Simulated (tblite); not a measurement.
## Geometry relaxation, with input and output: C3H10Si2 (part 1 of 2)

The run: geometry relaxation of C3H10Si2, multiplicity 3, SMILES [SiH3]C[C]C[SiH3]. Method and program: GFN2-xTB geometry optimisation, gas phase (tblite 0.8.0).

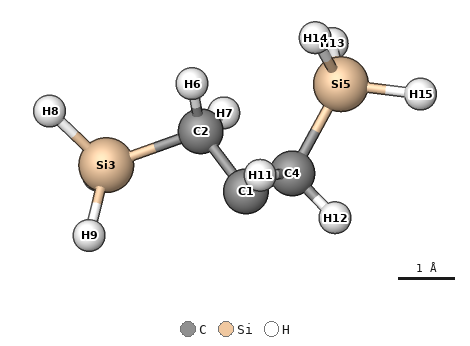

Fig. 1: The structure as given in the input (ball-and-stick view, seen at a tilt; atoms are numbered from 1 in the order of the input).

### The input
```
{"job": {"kind": "relax", "xc": "GFN2-xTB", "basis": "xTB"}, "charge": 0, "multiplicity": 3}
C     -0.137372    -1.043213     0.027347
C     -0.803150     0.174021    -0.496406
Si    -2.646850     0.131254    -0.165567
C      1.163739    -0.873604     0.721386
Si     2.339846     0.320037    -0.041501
H     -0.440960     1.119557    -0.059173
H     -0.738938     0.215410    -1.591488
H     -3.132163     1.445275     0.280863
H     -2.984100    -0.859141     0.871460
H     -3.415094    -0.181910    -1.394776
H      1.024367    -0.583116     1.774620
H      1.673712    -1.869463     0.766347
H      1.883317     0.896403    -1.315730
H      2.607952     1.409924     0.910465
H      3.647661    -0.310627    -0.279787
```

The first line tells a small driver script what to run in tblite; the rest is the geometry in Å.

Command:
```bash
OMP_NUM_THREADS=1 python <driver script> task.json out
```

### Output
```
step      E/eV     max force
  0    -402.20873    2.845
  1    -402.42747    1.247
  2    -402.49376    0.444
  3    -402.52298    0.553
  4    -402.54107    0.440
  5    -402.55082    0.195
  6    -402.55652    0.179
  7    -402.56064    0.188
  8    -402.56498    0.221
  9    -402.56920    0.167
 10    -402.57319    0.199
 11    -402.57707    0.199
 12    -402.58014    0.135
 13    -402.58220    0.094
 14    -402.58386    0.089
 15    -402.58560    0.094
 16    -402.58777    0.172
 17    -402.59032    0.192
 18    -402.59279    0.131
 19    -402.59509    0.134
 20    -402.59760    0.136
 21    -402.60012    0.137
 22    -402.60210    0.115
 23    -402.60355    0.079
 24    -402.60496    0.098
 25    -402.60673    0.135
 26    -402.60881    0.159
 27    -402.61051    0.097
 28    -402.61159    0.079
 29    -402.61259    0.080
 30    -402.61406    0.157
 31    -402.61599    0.186
 32    -402.61771    0.132
 33    -402.61862    0.070
 34    -402.61913    0.062
 35    -402.61970    0.086
 36    -402.62051    0.109
 37    -402.62147    0.089
 38    -402.62225    0.075
 39    -402.62278    0.062
 40    -402.62324    0.062
 41    -402.62397    0.090
 42    -402.62540    0.127
 43    -402.62794    0.208
 44    -402.63160    0.280
 45    -402.63706    0.301
 46    -402.64570    0.226
 47    -402.65382    0.227
 48    -402.66323    0.290
 49    -402.66816    0.285
 50    -402.68070    0.261
 51    -402.68954    0.222
 52    -402.69977    0.265
 53    -402.70934    0.218
 54    -402.71566    0.207
 55    -402.72057    0.196
 56    -402.72742    0.184
 57    -402.73298    0.158
 58    -402.73924    0.150
 59    -402.74119    0.110
 60    -402.74360    0.125
 61    -402.74763    0.166
 62    -402.75448    0.252
 63    -402.76377    0.324
 64    -402.77331    0.266
 65    -402.77835    0.241
 66    -402.78464    0.206
 67    -402.78848    0.174
 68    -402.79543    0.149
 69    -402.80057    0.149
 70    -402.80374    0.136
 71    -402.80528    0.090
 72    -402.80666    0.101
 73    -402.80821    0.082
 74    -402.80980    0.071
 75    -402.81048    0.075
 76    -402.81116    0.062
 77    -402.81197    0.067
 78    -402.81296    0.060
 79    -402.81372    0.052
 80    -402.81420    0.053
 81    -402.81459    0.052
 82    -402.81497    0.052
 83    -402.81534    0.054
 84    -402.81570    0.064
 85    -402.81610    0.064
 86    -402.81656    0.062
 87    -402.81705    0.060
 88    -402.81756    0.056
 89    -402.81801    0.049
 90    -402.81836    0.046
 91    -402.81865    0.037
 92    -402.81897    0.048
 93    -402.81938    0.073
 94    -402.81990    0.084
 95    -402.82047    0.071
 96    -402.82100    0.060
 97    -402.82145    0.041
 98    -402.82179    0.039
 99    -402.82207    0.044
100    -402.82236    0.045
101    -402.82269    0.039
102    -402.82307    0.060
103    -402.82343    0.062
104    -402.82372    0.041
105    -402.82391    0.031
106    -402.82408    0.030
107    -402.82427    0.044
108    -402.82450    0.047
109    -402.82481    0.049
110    -402.82521    0.067
111    -402.82565    0.063
112    -402.82607    0.046
113    -402.82640    0.035
114    -402.82665    0.035
115    -402.82683    0.030
116    -402.82704    0.033
117    -402.82735    0.043
118    -402.82782    0.080
119    -402.82845    0.101
120    -402.82915    0.088
121    -402.82977    0.060
122    -402.83031    0.062
123    -402.83067    0.060
124    -402.83097    0.057
125    -402.83118    0.037
126    -402.83143    0.040
127    -402.83165    0.051
128    -402.83196    0.050
129    -402.83216    0.037
130    -402.83231    0.024
131    -402.83243    0.030
132    -402.83256    0.038
133    -402.83271    0.034
134    -402.83287    0.025
135    -402.83303    0.031
136    -402.83322    0.040
137    -402.83344    0.043
138    -402.83368    0.041
139    -402.83390    0.035
140    -402.83409    0.034
141    -402.83429    0.045
142    -402.83452    0.057
143    -402.83480    0.059
144    -402.83502    0.041
145    -402.83526    0.039
146    -402.83546    0.039
147    -402.83570    0.053
148    -402.83612    0.069
149    -402.83668    0.075
150    -402.83725    0.054
151    -402.83776    0.051
152    -402.83833    0.077
153    -402.83912    0.095
154    -402.84014    0.120
155    -402.84112    0.109
156    -402.84187    0.062
157    -402.84241    0.056
158    -402.84281    0.055
159    -402.84327    0.054
160    -402.84372    0.047
161    -402.84411    0.057
162    -402.84441    0.051
163    -402.84466    0.051
164    -402.84494    0.046
165    -402.84527    0.034
166    -402.84549    0.035
167    -402.84563    0.041
168    -402.84579    0.029
169    -402.84595    0.028
170    -402.84610    0.027
171    -402.84625    0.039
172    -402.84650    0.053
173    -402.84693    0.057
174    -402.84753    0.052
175    -402.84818    0.040
176    -402.84854    0.061
177    -402.84836    0.091
178    -402.84931    0.059
179    -402.84959    0.040
180    -402.85015    0.042
181    -402.85062    0.058
182    -402.85103    0.058
183    -402.85134    0.043
184    -402.85157    0.037
185    -402.85185    0.038
186    -402.85225    0.047
187    -402.85273    0.051
188    -402.85331    0.043
189    -402.85389    0.047
190    -402.85451    0.060
191    -402.85523    0.056
192    -402.85594    0.057
193    -402.85636    0.091
194    -402.85690    0.052
195    -402.85732    0.034
196    -402.85775    0.063
197    -402.85829    0.058
198    -402.85864    0.041
199    -402.85897    0.032
200    -402.85915    0.035
201    -402.85915    0.035
202    -402.85978    0.004
```

### Trajectory as extended XYZ (Å, eV, eV/Å), 27 frames, from step=0 to step=202
```
15
Properties=species:S:1:pos:R:3:forces:R:3 step=0 energy=-402.20873
C    -0.1374   -1.0432    0.0273    1.0530   2.0870   0.3510
C    -0.8031    0.1740   -0.4964   -0.1310  -0.8240  -0.2620
Si   -2.6468    0.1313   -0.1656   -1.5530  -0.2040   0.2510
C     1.1637   -0.8736    0.7214   -1.2670  -2.5050   0.4620
Si    2.3398    0.3200   -0.0415    1.5360   1.3540  -0.9200
H    -0.4410    1.1196   -0.0592    0.3590  -0.4550  -0.1500
H    -0.7389    0.2154   -1.5915    0.3840   0.2020   0.0230
H    -3.1322    1.4453    0.2809    0.0770  -0.0180  -0.0050
H    -2.9841   -0.8591    0.8715    0.0740   0.1280  -0.1400
H    -3.4151   -0.1819   -1.3948    0.2020  -0.0100   0.2170
H     1.0244   -0.5831    1.7746   -0.2070  -0.1130   0.0130
H     1.6737   -1.8695    0.7663   -0.2930   0.4970   0.0620
H     1.8833    0.8964   -1.3157    0.0070  -0.1010   0.1530
H     2.6080    1.4099    0.9105   -0.1240   0.0130  -0.0350
H     3.6477   -0.3106   -0.2798   -0.1160  -0.0500  -0.0210
15
Properties=species:S:1:pos:R:3:forces:R:3 step=8 energy=-402.56498
C    -0.0799   -0.9418    0.0284    0.0510   0.1470  -0.0270
C    -0.8421    0.1630   -0.5166    0.0120   0.0080  -0.0050
Si   -2.7328    0.1224   -0.1504    0.0030  -0.0290  -0.0110
C     1.1721   -0.9061    0.7417   -0.1700  -0.1310   0.0520
Si    2.4213    0.3551   -0.0506    0.1160   0.0350   0.0160
H    -0.4286    1.0919   -0.0936   -0.0640   0.0450  -0.0370
H    -0.7087    0.2371   -1.6058   -0.0630  -0.0070  -0.0050
H    -3.1421    1.4639    0.2933   -0.0120  -0.1110  -0.0180
H    -3.0015   -0.8741    0.8898   -0.0300   0.0820  -0.0690
H    -3.4304   -0.2031   -1.4019   -0.0080  -0.0160   0.1190
H     1.0111   -0.6200    1.7964    0.0490  -0.0120  -0.0170
H     1.6344   -1.8975    0.7705   -0.0010   0.0190  -0.0380
H     1.8848    0.8893   -1.3091    0.0780  -0.0600   0.1040
H     2.5984    1.4460    0.9147    0.0260  -0.0010  -0.0640
H     3.6859   -0.3353   -0.2989    0.0110   0.0310  -0.0020
15
Properties=species:S:1:pos:R:3:forces:R:3 step=16 energy=-402.58777
C    -0.0664   -0.8891    0.0175    0.0140   0.0210   0.0070
C    -0.8513    0.1941   -0.5342    0.0550  -0.0450   0.0220
Si   -2.7374    0.1101   -0.1500   -0.0580  -0.0130   0.0230
C     1.1767   -0.9091    0.7470   -0.1310  -0.0330  -0.0050
Si    2.4629    0.3338   -0.0136    0.1010   0.1130  -0.0820
H    -0.4661    1.1448   -0.1343   -0.0090   0.0240  -0.0540
H    -0.7460    0.2456   -1.6285   -0.0010   0.0130   0.0320
H    -3.1672    1.4361    0.2961   -0.0320   0.0390   0.0060
H    -3.0288   -0.8679    0.8926    0.0390  -0.0340   0.0300
H    -3.4645   -0.2366   -1.3716   -0.0040  -0.0270  -0.0160
H     1.0226   -0.6448    1.8088    0.0290  -0.0490  -0.0420
H     1.6131   -1.9155    0.7427   -0.0510   0.0880  -0.0080
H     1.9296    0.8560   -1.2735    0.0250  -0.0240  -0.0120
H     2.6314    1.4685    0.9011    0.0360  -0.0720   0.0150
H     3.7335   -0.3351   -0.2920   -0.0140  -0.0010   0.0850
15
Properties=species:S:1:pos:R:3:forces:R:3 step=24 energy=-402.60496
C    -0.0815   -0.8307    0.0124    0.0290   0.0480   0.0590
C    -0.8826    0.2339   -0.5464    0.0830  -0.0370  -0.0370
Si   -2.7618    0.0982   -0.1328   -0.0210   0.0030   0.0070
C     1.1655   -0.8865    0.7255   -0.0210  -0.0410   0.0060
Si    2.5062    0.3303   -0.0033    0.0470   0.0320  -0.0010
H    -0.5089    1.2115   -0.2032    0.0000  -0.0280   0.0510
H    -0.7963    0.2497   -1.6416   -0.0300   0.0010  -0.0570
H    -3.2214    1.4197    0.2951   -0.0470   0.0300   0.0220
H    -3.0069   -0.8851    0.9172    0.0410  -0.0050   0.0360
H    -3.4913   -0.2910   -1.3403   -0.0060  -0.0170  -0.0180
H     1.0408   -0.6745    1.8022   -0.0160   0.0510  -0.0480
H     1.5816   -1.8995    0.6824   -0.0150   0.0040  -0.0480
H     1.9998    0.8181   -1.2887    0.0740   0.0080   0.0430
H     2.7102    1.4456    0.9265   -0.0630  -0.0100  -0.0270
H     3.7886   -0.3489   -0.1968   -0.0560  -0.0390   0.0110
15
Properties=species:S:1:pos:R:3:forces:R:3 step=32 energy=-402.61771
C    -0.1028   -0.7790    0.0075    0.0530   0.0110  -0.0280
C    -0.9115    0.2669   -0.5702    0.0450  -0.0060   0.0010
Si   -2.7806    0.0934   -0.1140   -0.0130  -0.0150   0.0100
C     1.1553   -0.8680    0.6887    0.0410   0.0220   0.0060
Si    2.5541    0.3241    0.0156   -0.1020  -0.0810   0.0200
H    -0.5455    1.2530   -0.2477    0.0060   0.0200   0.0200
H    -0.8457    0.2578   -1.6675    0.0010   0.0130  -0.0190
H    -3.3059    1.3971    0.3051    0.0110  -0.0290  -0.0090
H    -2.9335   -0.8821    0.9639   -0.0100   0.0290  -0.0040
H    -3.5096   -0.3504   -1.3064    0.0010  -0.0060   0.0450
H     1.0591   -0.6661    1.7703   -0.0320  -0.0440  -0.0240
H     1.5498   -1.8888    0.6080   -0.0330   0.0260   0.0260
H     2.1395    0.8122   -1.2937    0.0110   0.0400  -0.0790
H     2.7145    1.4418    0.9444   -0.0130   0.0320   0.0160
H     3.8047   -0.4211   -0.0959    0.0340  -0.0130   0.0190
15
Properties=species:S:1:pos:R:3:forces:R:3 step=40 energy=-402.62324
C    -0.0945   -0.7547   -0.0269   -0.0060  -0.0260  -0.0280
C    -0.9143    0.2916   -0.5845    0.0040  -0.0130  -0.0020
Si   -2.7761    0.0851   -0.1004   -0.0320  -0.0020   0.0180
C     1.1513   -0.8640    0.6715   -0.0090  -0.0030  -0.0130
Si    2.5632    0.3162    0.0147   -0.0330  -0.0340   0.0390
H    -0.5580    1.2819   -0.2624    0.0140  -0.0090   0.0110
H    -0.8657    0.2828   -1.6826   -0.0060   0.0450  -0.0110
H    -3.3404    1.3749    0.3056    0.0270   0.0180  -0.0070
H    -2.9006   -0.8676    0.9999    0.0120   0.0020   0.0060
H    -3.5219   -0.3925   -1.2678    0.0230  -0.0250   0.0170
H     1.0406   -0.6806    1.7551   -0.0130   0.0240  -0.0310
H     1.5302   -1.8902    0.5895   -0.0040   0.0160  -0.0180
H     2.2309    0.8208   -1.3163   -0.0190  -0.0410   0.0010
H     2.6931    1.4395    0.9416   -0.0050   0.0400   0.0180
H     3.8042   -0.4526   -0.0288    0.0460   0.0080   0.0010
15
Properties=species:S:1:pos:R:3:forces:R:3 step=48 energy=-402.66323
C    -0.0471   -0.7154   -0.3435   -0.0130  -0.0080  -0.0520
C    -0.9258    0.3777   -0.6662   -0.1140   0.0330   0.0520
Si   -2.7312    0.0533   -0.0055    0.0590  -0.0640  -0.0630
C     1.0694   -0.8756    0.5392    0.1950   0.0970  -0.1010
Si    2.5863    0.2728    0.0681    0.1990   0.0640  -0.1450
H    -0.5375    1.3013   -0.2155   -0.0110   0.0770   0.0490
H    -0.9786    0.5722   -1.7485   -0.0680  -0.1380   0.1450
H    -3.3431    1.3594    0.2662   -0.0360  -0.0740  -0.0200
H    -2.7346   -0.7788    1.2051    0.1230   0.1580  -0.0470
H    -3.4878   -0.6814   -1.0250    0.0550   0.0870  -0.0070
H     0.8169   -0.6864    1.5949   -0.0820   0.0180  -0.0200
H     1.4426   -1.8986    0.4977    0.0010  -0.1560  -0.0230
H     2.5248    0.6580   -1.3566   -0.0670  -0.0990   0.2650
H     2.5306    1.4784    0.9089   -0.0090  -0.1040  -0.0750
H     3.8570   -0.4459    0.2888   -0.2330   0.1090   0.0420
15
Properties=species:S:1:pos:R:3:forces:R:3 step=56 energy=-402.72742
C     0.0018   -0.5734   -0.6051    0.0750   0.0700  -0.0080
C    -0.9762    0.4762   -0.7079    0.0260   0.0690  -0.0590
Si   -2.6913    0.0057    0.0714    0.0700  -0.0090  -0.0240
C     1.0416   -0.8564    0.3461   -0.0860  -0.0110   0.0540
Si    2.6615    0.2138    0.1276   -0.1470   0.0590  -0.0110
H    -0.5973    1.3909   -0.2162   -0.0880  -0.0850  -0.1080
H    -1.1857    0.7308   -1.7532    0.0890   0.0180   0.0390
H    -3.4640    1.2328    0.2202   -0.0930   0.1160   0.0220
H    -2.4439   -0.5946    1.3718    0.0330  -0.0620   0.1700
H    -3.4334   -0.9195   -0.7823    0.0990  -0.0230  -0.0490
H     0.6627   -0.6773    1.3628    0.0270  -0.0080   0.1090
H     1.3325   -1.9071    0.3160    0.0390  -0.0800  -0.1080
H     2.8710    0.4745   -1.2941   -0.0100  -0.0150  -0.0020
H     2.4343    1.4621    0.8633    0.0090  -0.0010  -0.0560
H     3.8284   -0.4675    0.6877   -0.0430  -0.0360   0.0290
15
Properties=species:S:1:pos:R:3:forces:R:3 step=64 energy=-402.77331
C     0.0388   -0.4168   -0.7132    0.0600  -0.0110   0.1220
C    -1.0004    0.5737   -0.7534    0.1190   0.0330   0.0140
Si   -2.6077   -0.0088    0.1508   -0.2320  -0.1290  -0.0180
C     0.9996   -0.8675    0.2562   -0.0090  -0.0190   0.1280
Si    2.6295    0.1824    0.1785    0.0300   0.0010   0.0640
H    -0.7050    1.5255   -0.2808    0.1740  -0.0480  -0.0790
H    -1.2513    0.8045   -1.7933   -0.0820   0.0190   0.0550
H    -3.5335    1.1289    0.2186    0.0340  -0.0380   0.0420
H    -2.2783   -0.4673    1.5092    0.0170   0.0570  -0.1610
H    -3.2284   -1.0740   -0.6458    0.0950   0.0360   0.0950
H     0.6007   -0.7865    1.2797   -0.0730  -0.0270  -0.0070
H     1.2738   -1.9225    0.1225   -0.0680   0.1490  -0.1200
H     3.0296    0.3003   -1.2140    0.0220   0.0080  -0.1500
H     2.3802    1.5036    0.7608   -0.0560  -0.0380  -0.0220
H     3.6944   -0.4846    0.9324   -0.0310   0.0060   0.0370
15
Properties=species:S:1:pos:R:3:forces:R:3 step=72 energy=-402.80666
C     0.0723   -0.2982   -0.7860   -0.0510   0.0120  -0.0310
C    -0.9980    0.6560   -0.7655    0.0780   0.0270  -0.0590
Si   -2.5309   -0.0247    0.1958   -0.0470  -0.0100   0.0360
C     0.9539   -0.8719    0.1907    0.0120   0.0030  -0.0340
Si    2.5927    0.1538    0.2118   -0.0330   0.0290   0.0390
H    -0.7008    1.6204   -0.3237    0.0630  -0.0250   0.0000
H    -1.3349    0.8773   -1.7822    0.0210   0.0010  -0.0230
H    -3.5540    1.0192    0.2250   -0.0700  -0.0010  -0.0040
H    -2.1156   -0.3152    1.5684    0.0240  -0.0400   0.0080
H    -3.0023   -1.2223   -0.4971    0.0020   0.0260   0.0350
H     0.4858   -0.8922    1.1840    0.0240  -0.0240   0.0380
H     1.2257   -1.9015   -0.0619   -0.0520   0.0090   0.0000
H     3.1234    0.1314   -1.1505    0.0170   0.0060   0.0330
H     2.2868    1.5179    0.6497   -0.0190  -0.0370  -0.0250
H     3.5380   -0.4593    1.1496    0.0340   0.0260  -0.0140
15
Properties=species:S:1:pos:R:3:forces:R:3 step=80 energy=-402.81420
C     0.0505   -0.3114   -0.8130   -0.0010  -0.0080   0.0100
C    -0.9887    0.6766   -0.7769    0.0430   0.0040  -0.0310
Si   -2.5070   -0.0092    0.2147    0.0010  -0.0240  -0.0350
C     0.9347   -0.8818    0.1645   -0.0100  -0.0270  -0.0170
Si    2.5685    0.1501    0.2169   -0.0290   0.0100   0.0210
H    -0.6471    1.6227   -0.3292    0.0050  -0.0100   0.0090
H    -1.3274    0.9175   -1.7883   -0.0210  -0.0110   0.0140
H    -3.5824    0.9820    0.2308   -0.0130   0.0160   0.0310
H    -2.0577   -0.2914    1.5796    0.0020   0.0260   0.0050
H    -2.9482   -1.2378   -0.4419   -0.0060   0.0140  -0.0090
H     0.4626   -0.9130    1.1572    0.0290  -0.0070   0.0040
H     1.2070   -1.9088   -0.0914   -0.0150  -0.0230  -0.0170
H     3.1640    0.1184   -1.1162   -0.0100   0.0010  -0.0200
H     2.2168    1.5125    0.6148    0.0000   0.0190   0.0060
H     3.4964   -0.4357    1.1863    0.0240   0.0190   0.0290
```
